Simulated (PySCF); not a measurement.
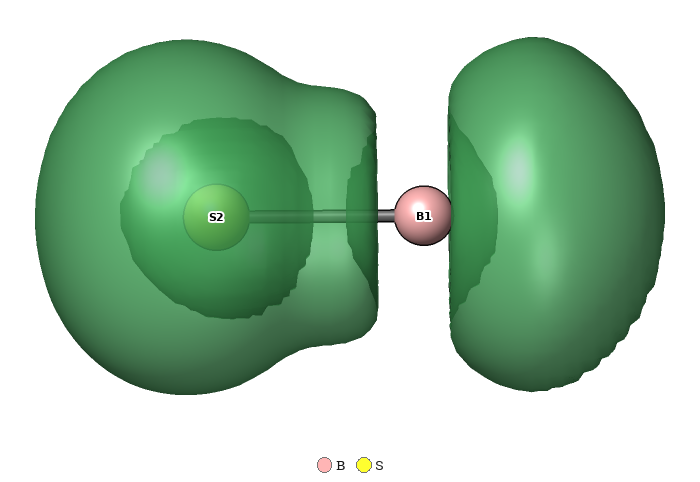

The picture shows: BS (doublet). Isosurface of the ELF at 0.75 (green), seen from one side. Only the valence region is drawn (cores and ρ < 0.01 e/Å³ removed).

Computed with PBE0/x2c-TZVPPall, spin-free X2C-1e, Gaussian nucleus, at a bond length of 1.609 Å in PySCF 2.14.0.

```csv
atom,x (Å),y (Å),z (Å)
B,0.0000,0.0000,-1.1969
S,0.0000,0.0000,0.4121
```

**What do the ELF domains correspond to?**

The ELF exceeds this value in one region on S in which the atom's valence shell and bonds are merged and one lobe on B, pointing away from the bonds (non-bonding electrons). Profiles from the grid: B–S (1.61 Å): the ELF peaks at about 0.85 between the atoms; localised, covalent bonding.
